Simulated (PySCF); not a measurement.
Potential energy curve for SMILES OC=O. The C2–H5 bond (C2 also carries O, O; H5 carries nothing else) is pulled apart rigidly from the PBE0/def2-TZVP optimised geometry.

```
5

O      0.0000    -1.2566    -0.4511
C      0.0000     0.0000     0.0000
O      0.0000     0.9771    -0.6867
H     -0.0005    -1.2150    -1.4193
H      0.0000     0.0000     1.0990
```

Levels of theory: RCCSD = CCSD on RHF/cc-pVDZ, 3 core orbitals frozen (PySCF); RHF/cc-pVDZ (PySCF); RKS-PBE0 = restricted PBE0/cc-pVDZ (PySCF 2.14.0); UCCSD = CCSD on UHF/cc-pVDZ, 3 core orbitals frozen (PySCF 2.14.0); UKS-BP86/6-31G* = unrestricted BP86/6-31G*, spherical d (PySCF).

Energies are in mEh, each relative to the lowest point of its own curve near equilibrium.

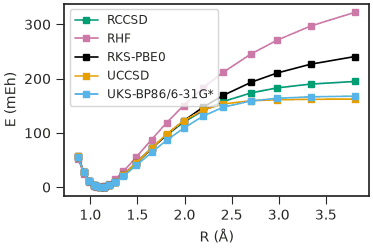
*Energy against bond length for each method.*

| R / Å | RCCSD | RHF | RKS-PBE0 | UCCSD | UKS-BP86/6-31G* |
|---|---|---|---|---|---|
| 0.87 | 57.2 | 52.6 | 55.8 | 57.2 | 54.8 |
| 0.93 | 28.1 | 24.7 | 27.4 | 28.1 | 27.0 |
| 0.99 | 11.0 | 8.6 | 10.6 | 11.0 | 10.6 |
| 1.04 | 3.3 | 2.0 | 3.2 | 3.3 | 3.3 |
| 1.06 | 1.6 | 0.7 | 1.5 | 1.6 | 1.6 |
| 1.10 | 0.0 | 0.0 | 0.0 | 0.0 | 0.0 |
| 1.14 | 0.5 | 1.4 | 0.5 | 0.5 | 0.3 |
| 1.15 | 0.9 | 2.0 | 0.9 | 0.9 | 0.6 |
| 1.20 | 4.1 | 6.4 | 4.1 | 4.1 | 3.5 |
| 1.26 | 10.3 | 14.1 | 10.2 | 10.3 | 9.1 |
| 1.35 | 22.7 | 28.9 | 22.3 | 22.7 | 20.1 |
| 1.49 | 45.3 | 55.7 | 44.6 | 45.3 | 40.3 |
| 1.65 | 71.7 | 87.7 | 71.2 | 71.8 | 64.0 |
| 1.81 | 96.0 | 118.6 | 96.4 | 97.6 | 86.3 |
| 1.99 | 119.4 | 150.4 | 122.0 | 122.2 | 108.6 |
| 2.20 | 141.3 | 183.3 | 147.6 | 142.5 | 131.0 |
| 2.41 | 157.7 | 211.8 | 169.1 | 153.3 | 147.3 |
| 2.71 | 173.8 | 245.8 | 193.5 | 159.3 | 159.0 |
| 2.98 | 182.8 | 270.6 | 210.2 | 161.0 | 163.7 |
| 3.34 | 190.0 | 297.0 | 226.6 | 161.9 | 166.5 |
| 3.81 | 194.7 | 322.3 | 240.7 | 162.3 | 167.7 |

At the longest distance, 3.81 Å, RHF lies highest above its minimum (322.3 mEh) and UCCSD lowest (162.3 mEh).

The restricted form behind RHF, RKS-PBE0 keeps the bonding electrons paired and can't separate into open-shell fragments. The unrestricted determinant behind UCCSD is spin-contaminated at 1.65 to 3.81 Å (<S²> up to 1.0, against 0.00 for a pure singlet). The unrestricted determinant behind UKS-BP86/6-31G* is spin-contaminated at 2.41 to 3.81 Å (<S²> up to 1.0, against 0.00 for a pure singlet).
